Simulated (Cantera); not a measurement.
Feed: 1 mol MgCO3, 2 mol H2, 1.5 mol O2, equilibrated at 21.8 Torr.

Cantera equilibrium calculation (NASA polynomials, part measured and part estimated; ideal gas, pure solids and liquids). Candidate condensed phases: C, C6H6, C7H8, C8H18, H2O, Mg, MgCO3, MgO, Mg(OH)2; 116 gas species. Equilibrium is a limit: real reactors are often held back by kinetics, nucleation or transport.

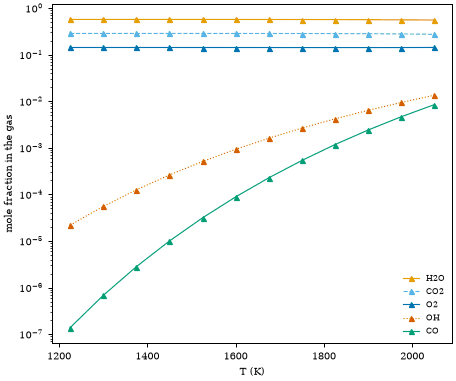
Fig. 1. Equilibrium gas composition (values under 1e-9 drawn at 1e-9)

**Question.** Read off the mole fractions at 1975 K.

**Answer.** H2O about 0.56, CO2 about 0.28, O2 about 0.14, OH about 0.0094, CO about 0.0046.
